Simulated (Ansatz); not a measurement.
# Localised basis functions on SnO2(001) slab (96 atoms), part 3 of 4

Aim: test how closely localised support functions follow the reference on SnO2(001) slab (96 atoms), and at what cost. A setting counts as converged where the r.m.s. difference of forces stays under 1 % of the r.m.s. force.

Ansatz 0.2.0; Kohn-Sham DFT, PBE, PAW (set soft_2), plane waves.

The cell: 32 Sn and 64 O. Beside vacuum, support functions can miss their usual error bounds without a warning. Only the Γ point is sampled, in a cell whose shortest periodic width is 9 Å.

So far. Step 10 (Support functions medium, radius 4.07 Å): Forces differ from the reference by 0.29 meV/Å r.m.s., 0.037 % of their size, well within a tolerance of 1 %; the energy by -0.85 meV/atom. It took 3.5 times the reference's time (shared host, so rough). The two runs also began from different starting densities, which bears on cycles and time.

### 11. Support functions medium, radius 4.36 Å

Level of this step: Kohn-Sham DFT, PBE, PAW (set soft_2), localised support functions (medium) (Ansatz).

The radius confines each support function; a larger one gives more freedom and more work per atom. Besides, the program derives a nominal cutoff of 464 eV for this run, against the reference's 750.

input.yaml reads:

```yaml
crystal:
  lattice:
    - [9.474, 0.0, 0.0]
    - [0.0, 9.474, 0.0]
    - [0.0, 0.0, 23.151]
  atoms:
    [... the 96 atom lines of step 2 ...]
kpoints:
  mp_grid: { grid: [1, 1, 1] }
hamiltonian:
  xc: pbe
scf:
  occupations: { method: gaussian, width: 0.025 }
  eigensolver: { kind: { support_functions: { accuracy: medium, radius: 4.36 } } }
  mixing: { beta: 0.2 }
  max_iter: 150
output:
  forces: true
  eigenvalues: true
```

Command:

```
$ ansatz run input.yaml --threads 4 --pin off --max-ram 15872MiB --backend cpu --events-out ev --progress --plain --runs-dir out
```

Numbers of over 12 decimals in the logs are rounded to 6 here.

Log:

```text
[...]
Crystal: 96 atoms, lattice volume = 2077.957 Å³
Basis set: ecut = 464 eV, 47181 PW (Γ), exchange–correlation on 144×144×360 points (8 copies of the dense FFT grid, shifted against one another)
Bands: 500, of which v1, the nominal top of the filled ones, is band 416 counted from 1 (415 counted from 0)
Symmetry: 1 space group operations
k-points: 1
[...]
SCF iter   1: F=—  HF=-229043.811920 eV  |F-HF|=—  |Δ(HF+E_count)|=         —  Δρ=1.33e-1  dr2=3.53e2  ethr=1.00e-1
[...]
SCF iter  28: F=—  HF=-229059.384355 eV  |F-HF|=—  |Δ(HF+E_count)|=   3.56e-7  Δρ=1.05e-5  dr2=2.94e-6  ethr=2.91e-10  κ⁻¹=1.8e-4(r=7)
SCF iter  29: F=-229059.384355 eV  HF=-229059.384356 eV  |F-HF|=4.15e-7  |Δ(HF+E_count)|=   4.98e-7  Δρ=8.00e-6  dr2=1.29e-6  ethr=2.91e-10
SCF 1 converged in 29 iterations: F = -229059.387123 eV  dr2 = 1.29e-6
[...]
SCF converged after 29 iterations
[...]
Free energy (F): -229059.387123 eV
[...]
Internal energy: -229059.347327 eV  (E = F + TS)
E sigma→0 (E₀):  -229059.367225 eV
Entropy (-TS):   -0.039796 eV (-0.415 meV/atom)
Fermi energy:    2.642018 eV
[...]
Σ components = -229059.387123   (vs F -229059.387123, Δ=0.00e0)
--- Forces (eV/Å), atoms counted from 1 ---
  atom   1  Sn     0.08608631     0.03553465     1.43227880
  atom   2  Sn    -0.01244199     0.16311900    -1.75179480
  atom   3  O     -0.98079556    -1.07492112    -1.39455470
  atom   4  O      1.18943881     1.21988555    -1.22472310
[...]
atom  96  O     -0.78919926     0.94329583     1.33274903
  max |Σ_I F_I| component: 2.97e-4 eV/Å
--- Band table (eV) ---
[...]
```

The job ended after 9.5 min (4 threads of Arm Neoverse V1, shared host; peak memory 6.1 GiB; 37 min of CPU time).

Keys that differ from the reference: basis.ecutwfc removed, support_functions.accuracy = "medium", support_functions.radius = 4.36, scf.max_iter = 150 and scf.mixing.beta = 0.2.

Forces differ from the reference by 0.33 meV/Å r.m.s., 0.042 % of their size, well within a tolerance of 1 %; the energy by -0.85 meV/atom. It took 4.0 times the reference's time (shared host, so rough). The two runs also began from different starting densities, which bears on cycles and time.

### 12. Support functions medium, radius 4.91 Å

The radius confines each support function; a larger one gives more freedom and more work per atom. Besides, the program derives a nominal cutoff of 464 eV for this run, against the reference's 750.

input.yaml, the sections that differ from step 11:

```yaml
scf:
  occupations: { method: gaussian, width: 0.025 }
  eigensolver: { kind: { support_functions: { accuracy: medium, radius: 4.91 } } }
  mixing: { beta: 0.2 }
  max_iter: 150
# crystal, kpoints, hamiltonian, output: as in step 11
```

Log:

```text
[...]
Crystal: 96 atoms, lattice volume = 2077.957 Å³
Basis set: ecut = 464 eV, 47181 PW (Γ), exchange–correlation on 144×144×360 points (8 copies of the dense FFT grid, shifted against one another)
Bands: 500, of which v1, the nominal top of the filled ones, is band 416 counted from 1 (415 counted from 0)
Symmetry: 1 space group operations
k-points: 1
[...]
SCF iter   1: F=—  HF=-229044.000500 eV  |F-HF|=—  |Δ(HF+E_count)|=         —  Δρ=1.33e-1  dr2=3.54e2  ethr=1.00e-1
[...]
SCF iter  29: F=—  HF=-229059.386315 eV  |F-HF|=—  |Δ(HF+E_count)|=   2.66e-7  Δρ=1.14e-5  dr2=2.33e-6  ethr=5.43e-10  κ⁻¹=9.5e-5(r=7)
SCF iter  30: F=-229059.386314 eV  HF=-229059.386315 eV  |F-HF|=7.51e-7  |Δ(HF+E_count)|=   4.41e-7  Δρ=6.98e-6  dr2=1.27e-6  ethr=2.80e-10
SCF 1 converged in 30 iterations: F = -229059.387155 eV  dr2 = 1.27e-6
[...]
SCF converged after 30 iterations
[...]
Free energy (F): -229059.387155 eV
[...]
Internal energy: -229059.347357 eV  (E = F + TS)
E sigma→0 (E₀):  -229059.367256 eV
Entropy (-TS):   -0.039798 eV (-0.415 meV/atom)
Fermi energy:    2.641960 eV
[...]
Σ components = -229059.387155   (vs F -229059.387155, Δ=0.00e0)
--- Forces (eV/Å), atoms counted from 1 ---
  atom   1  Sn     0.08606729     0.03554091     1.43221596
  atom   2  Sn    -0.01244357     0.16315699    -1.75193655
  atom   3  O     -0.98077863    -1.07490451    -1.39439971
  atom   4  O      1.18944812     1.21990801    -1.22455470
[...]
atom  96  O     -0.78916536     0.94328107     1.33271090
  max |Σ_I F_I| component: 1.82e-4 eV/Å
--- Band table (eV) ---
[...]
```

Run time: 15 min. Hardware: 4 threads; peak memory 7.5 GiB; 61 min of CPU time.

Keys that differ from the reference: basis.ecutwfc removed, support_functions.accuracy = "medium", support_functions.radius = 4.91, scf.max_iter = 150 and scf.mixing.beta = 0.2.

Forces differ from the reference by 0.34 meV/Å r.m.s., 0.043 % of their size, well within a tolerance of 1 %; the energy by -0.85 meV/atom. It took 6.5 times the reference's time (shared host, so rough). The two runs also began from different starting densities, which bears on cycles and time.

### 13. Support functions medium, radius 5.45 Å

The radius confines each support function; a larger one gives more freedom and more work per atom. Besides, the program derives a nominal cutoff of 464 eV for this run, against the reference's 750.

input.yaml, the sections that differ from step 12:

```yaml
scf:
  occupations: { method: gaussian, width: 0.025 }
  eigensolver: { kind: { support_functions: { accuracy: medium, radius: 5.45 } } }
  mixing: { beta: 0.2 }
  max_iter: 150
# crystal, kpoints, hamiltonian, output: as in step 12
```

Log:

```text
[...]
Crystal: 96 atoms, lattice volume = 2077.957 Å³
Basis set: ecut = 464 eV, 47181 PW (Γ), exchange–correlation on 144×144×360 points (8 copies of the dense FFT grid, shifted against one another)
Bands: 500, of which v1, the nominal top of the filled ones, is band 416 counted from 1 (415 counted from 0)
Symmetry: 1 space group operations
k-points: 1
[...]
SCF iter   1: F=—  HF=-229043.982920 eV  |F-HF|=—  |Δ(HF+E_count)|=         —  Δρ=1.33e-1  dr2=3.53e2  ethr=1.00e-1
[...]
SCF iter  31: F=—  HF=-229059.386881 eV  |F-HF|=—  |Δ(HF+E_count)|=   7.52e-6  Δρ=1.48e-5  dr2=3.44e-6  ethr=3.74e-9  κ⁻¹=8.1e-4(r=7)
SCF iter  32: F=-229059.386889 eV  HF=-229059.386889 eV  |F-HF|=1.44e-8  |Δ(HF+E_count)|=   7.29e-6  Δρ=1.11e-5  dr2=1.78e-6  ethr=4.14e-10
SCF 1 converged in 32 iterations: F = -229059.387161 eV  dr2 = 1.78e-6
[...]
SCF converged after 32 iterations
[...]
Free energy (F): -229059.387161 eV
[...]
Internal energy: -229059.347356 eV  (E = F + TS)
E sigma→0 (E₀):  -229059.367258 eV
Entropy (-TS):   -0.039805 eV (-0.415 meV/atom)
Fermi energy:    2.641848 eV
[...]
Σ components = -229059.387161   (vs F -229059.387161, Δ=0.00e0)
--- Forces (eV/Å), atoms counted from 1 ---
  atom   1  Sn     0.08611132     0.03558481     1.43221013
  atom   2  Sn    -0.01249681     0.16313416    -1.75208278
  atom   3  O     -0.98078221    -1.07495765    -1.39424580
  atom   4  O      1.18944395     1.21987018    -1.22451453
[...]
atom  96  O     -0.78904346     0.94312012     1.33272595
  max |Σ_I F_I| component: 5.68e-4 eV/Å
--- Band table (eV) ---
[...]
```

It took 27 min on 4 threads; peak memory 9.4 GiB; 1.8 h of CPU time.

Keys that differ from the reference: basis.ecutwfc removed, support_functions.accuracy = "medium", support_functions.radius = 5.45, scf.max_iter = 150 and scf.mixing.beta = 0.2.

Forces differ from the reference by 0.32 meV/Å r.m.s., 0.041 % of their size, well within a tolerance of 1 %; the energy by -0.85 meV/atom. It took 12 times the reference's time (shared host, so rough). The two runs also began from different starting densities, which bears on cycles and time.

### 14. A changed input

The input is spoilt on purpose; the run shows how that looks.

This step: Kohn-Sham DFT, PBE, PAW (set soft_2), plane waves (Ansatz 0.2.0).

input.yaml, the sections that differ from step 13:

```yaml
scf:
  occupations: { method: gaussian, width: 0.025 }
  max_iter: 75
output:
  forces: true
basis:
  ecutwfc: "30 meV"
# crystal, kpoints, hamiltonian: as in step 13
```

Log:

```text
Error: inconsistent input (basis.ecutwfc, kpoints): the smallest per-k basis holds n_pw = 1 plane waves (k-point 0, counted from 0 among those solved) but the deck needs at least 417 band(s) per channel, and no run solves more bands than the smallest per-k basis has plane waves; [...]
```

Wall time 0.05 s (4 threads); peak memory 0.074 GiB.

The program refused the input before any cycle.

The program's message: “Error: inconsistent input (basis.ecutwfc, kpoints): the smallest per-k basis holds n_pw = 1 plane waves (k-point 0, counted from 0 among those solved) but the deck needs at least 417 band(s) per chann …”

The fault in the input: a cutoff in the wrong unit (basis.ecutwfc = "30 meV"). The fix is to take out basis.ecutwfc.

### 15. Another setting: hamiltonian.xc = "rpbe"

This functional strengthens the gradient correction of exchange, which tends to weaken binding against PBE. Changed here: hamiltonian.xc = "rpbe".

This step: Kohn-Sham DFT, RPBE, PAW (set soft_2), plane waves (Ansatz 0.2.0).

input.yaml, the sections that differ from step 14:

```yaml
hamiltonian:
  xc: rpbe
scf:
  occupations: { method: gaussian, width: 0.025 }
output:
  forces: true
  populations: true
  dos:
    method: { smearing: { sigma: 0.1 } }
    de: 0.1
    projected: { site_lists: { O: [O], Sn: [Sn] } }
  eigenvalues: true
# crystal, kpoints: as in step 14
# basis: removed
```

Log:

```text
[...]
Crystal: 96 atoms, lattice volume = 2077.957 Å³
Basis set: ecut = 420 eV, 40605 PW (Γ), exchange–correlation on 128×128×320 points (8 copies of the dense FFT grid, shifted against one another)
Bands: 512, of which v1, the nominal top of the filled ones, is band 416 counted from 1 (415 counted from 0)
Symmetry: 1 space group operations
[...]
k-points: 1
[...]
SCF iter   1: F=—  HF=-229444.324343 eV  |F-HF|=—  |Δ(HF+E_count)|=         —  Δρ=7.33e-3  dr2=2.76e0  ethr=1.77e-3  ⟨swp⟩=7.0  Hψ=2312  notcnv=0  defer=57
[...]
SCF iter  22: F=—  HF=-229443.774109 eV  |F-HF|=—  |Δ(HF+E_count)|=   1.18e-7  Δρ=1.74e-6  dr2=1.26e-7  ethr=3.32e-11  ⟨swp⟩=2.0  Hψ=637  notcnv=0  defer=87
SCF iter  23: F=-229443.774109 eV  HF=-229443.774109 eV  |F-HF|=4.19e-8  |Δ(HF+E_count)|=   1.28e-8  Δρ=1.34e-6  dr2=7.98e-8  ethr=1.20e-11  ⟨swp⟩=15.0  Hψ=2283  notcnv=0
SCF 1 converged in 23 iterations: F = -229443.774109 eV  dr2 = 7.98e-8
[...]
SCF converged after 23 iterations
Free energy (F): -229443.774109 eV
[...]
Internal energy: -229443.739860 eV  (E = F + TS)
E sigma→0 (E₀):  -229443.756984 eV
Entropy (-TS):   -0.034248 eV (-0.357 meV/atom)
Fermi energy:    2.834412 eV
[...]
Σ components = -229443.774109   (vs F -229443.774109, Δ=0.00e0)
--- Forces (eV/Å), atoms counted from 1 ---
  atom   1  Sn     0.08731749     0.05387307     1.29480396
  atom   2  Sn    -0.01211132     0.16667397    -1.73372643
  atom   3  O     -1.01991930    -1.12341060    -1.61959577
  atom   4  O      1.23154444     1.27036740    -1.44897026
[...]
atom  96  O     -0.82856914     0.98524358     1.55013255
  max |Σ_I F_I| component: 6.52e-5 eV/Å
--- Band table (eV) ---
[...]
--- Löwdin populations: 96 sites ---
  site symbol       q [e]
     0     Sn     12.3482
     1     Sn     12.2253
     2      O      6.7501
[...]
95      O      6.7596
  spilling = 0.005185 (of n_electrons = 832.000000)
```

Run time: 64 s. Hardware: 4 threads; peak memory 2.9 GiB.

Forces differ from the reference by 62 meV/Å r.m.s., 8.0 % of their size.

Runs without a result: support functions high (refused); support functions high (refused).

### 16. What each setting buys

Differences are against the plane-wave reference (Kohn-Sham DFT, PBE, PAW (set soft_2), plane waves), whose r.m.s. force component is 0.783 eV/Å. Energies are set beside the reference only for runs with its functional, potentials and electron count. Times are for 4 threads of Arm Neoverse V1, shared host. The reference's time includes the DOS and grids, which some other runs skip.

| run | Δ force, r.m.s. (meV/Å) | share of r.m.s. force (%) | Δ energy (meV/atom) | cycles | time | host memory (GiB) |
| --- | --- | --- | --- | --- | --- | --- |
| reference | - | - | - | 24 | 71 s | 2.9 |
| plane waves at 750 eV (750 eV) | 1.20 | 0.153 | -6.20 | 25 | 2.4 min | 6.2 |
| hamiltonian.xc = "rpbe" | 62.5 | 7.98 | - | 23 | 64 s | 2.9 |

### 17. All settings compared

Differences are against the run with plane waves at 750 eV (Kohn-Sham DFT, PBE, PAW (set soft_2), plane waves), whose r.m.s. force component is 0.783 eV/Å. Energies are set beside the reference only for runs with its functional, potentials and electron count. Times are for 4 threads of Arm Neoverse V1, shared host.

| run | Δ force, r.m.s. (meV/Å) | share of r.m.s. force (%) | Δ energy (meV/atom) | cycles | time | host memory (GiB) |
| --- | --- | --- | --- | --- | --- | --- |
| reference | - | - | - | 25 | 2.4 min | 6.2 |
| support functions medium | 0.338 | 0.0431 | -0.845 | 33 | 6.2 min | 5.1 |
| support functions low | 0.391 | 0.05 | -0.844 | 28 | 5.5 min | 4.9 |
| support functions medium, radius 3.53 Å | 0.389 | 0.0497 | -0.844 | 32 | 5.6 min | 4.9 |
| support functions medium, radius 3.82 Å | 0.3 | 0.0382 | -0.845 | 30 | 6.9 min | 5.2 |
| support functions medium, radius 4.07 Å | 0.293 | 0.0374 | -0.846 | 31 | 8.3 min | 5.6 |
| support functions medium, radius 4.36 Å | 0.327 | 0.0417 | -0.846 | 29 | 9.5 min | 6.1 |
| support functions medium, radius 4.91 Å | 0.337 | 0.0431 | -0.846 | 30 | 15 min | 7.5 |
| support functions medium, radius 5.45 Å | 0.322 | 0.0412 | -0.846 | 32 | 27 min | 9.4 |

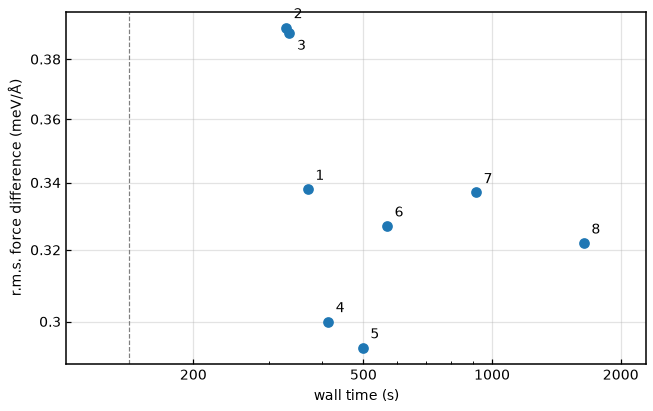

Force difference from the reference against wall time; the dashed line marks the reference's time. Points: 1 support functions medium; 2 support functions low; 3 support functions medium, radius 3.53 Å; 4 support functions medium, radius 3.82 Å; 5 support functions medium, radius 4.07 Å; 6 support functions medium, radius 4.36 Å; 7 support functions medium, radius 4.91 Å; 8 support functions medium, radius 5.45 Å.

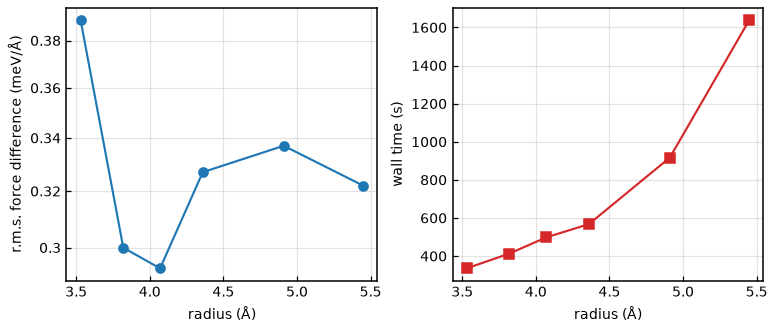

Force difference and time against the radius.

(Continued in part 4 of 4.)

[Logs are printed without paths, hosts, clocks, repeated set-up lines and the standing remarks that a program may print on its own settings, such as how far it seeks lower states.]

[Hosts, paths, dates, database ids (printed as entryN), source tags and the programs' standing remarks are cut or masked in the printed files.]
